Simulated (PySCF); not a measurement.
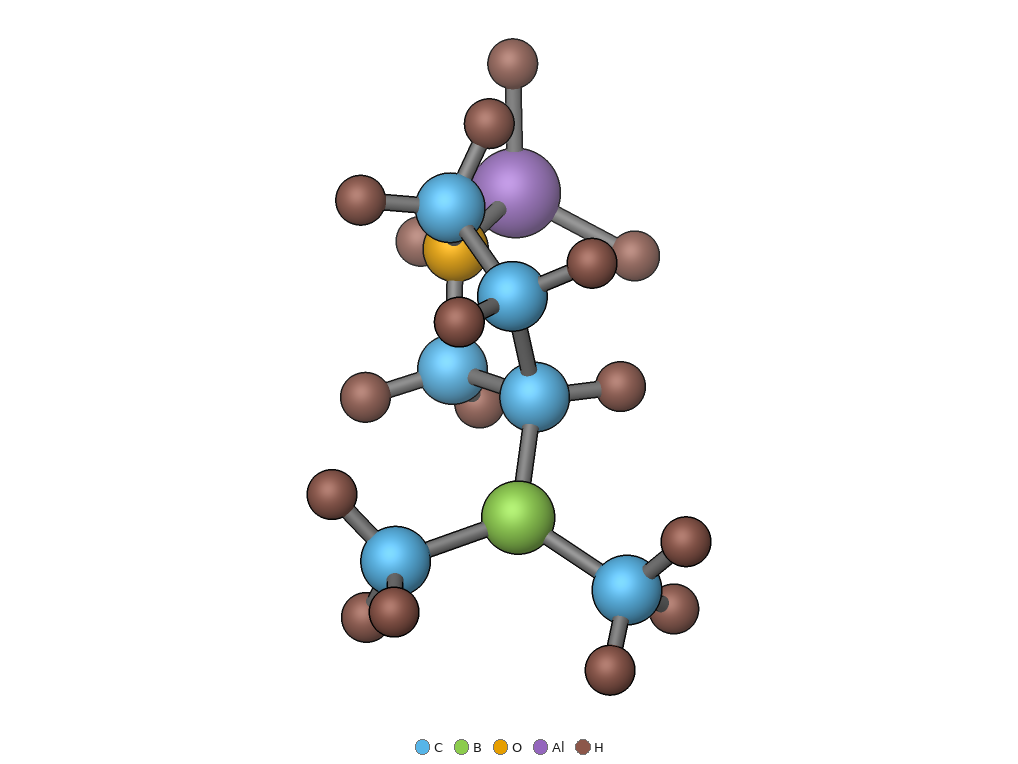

The geometry was computed by an optimisation with GFN2-xTB. No frequency run is at hand to confirm it as a minimum. Level of theory: PBE0/pcSseg-1, gas phase (PySCF 2.14.0).

What is the dipole moment?

Answer. 6.11 D.

What is the HOMO energy (Kohn–Sham orbital)?

Answer. −7.12 eV.

Give the HOMO–LUMO gap at this level.

Answer. 6.05 eV.

The geometry is semi-empirical. Around Al, B such bond lengths and angles can be off by a tenth of an ångström or more and by several degrees, and values that hang on the shape move with them.
